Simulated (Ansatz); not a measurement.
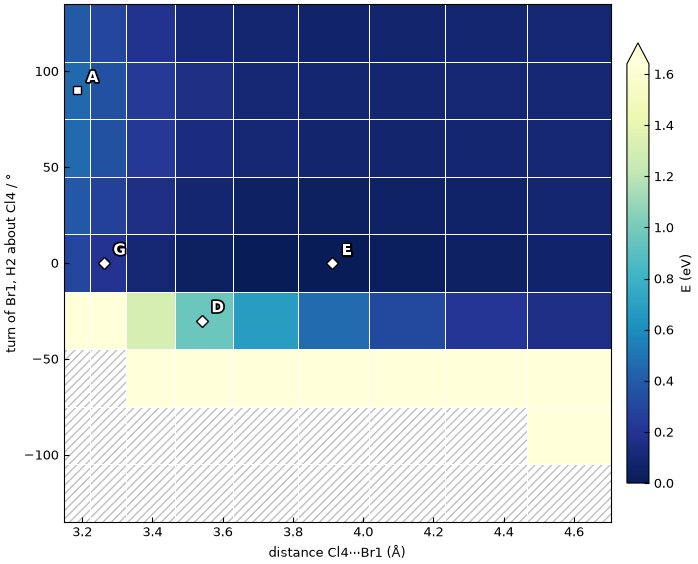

The pair BrH···ClH₃Si. 
- The turn is about an axis along (−0.40, 0.92, 0.06) in the frame of the relaxed pair, normal to the line between the partners.
- The first coordinate is: distance Cl4···Br1; the second: turn of Br1, H2 about Cl4.
- The scan uses a 9 × 9 grid. At 19 points there is no value (left out of the scan, as a rule where atoms come close).
- Points are written as (first, second).
- Energies are in eV, from the lowest grid point.
- Energies and slopes of some neighbouring points disagree (a jump in structure or state, or too coarse a mesh).
- Method: RKS PBE0-D4/def2-SVPD in Ansatz.

In the figure: one coloured cell a grid point, one colour for all values above the top of the scale, hatched blanks where no value was computed, lettered points.

> Rank the lettered points by energy, lowest first.

E (0.0017 eV), G (0.20 eV), A (0.45 eV), D (0.96 eV).
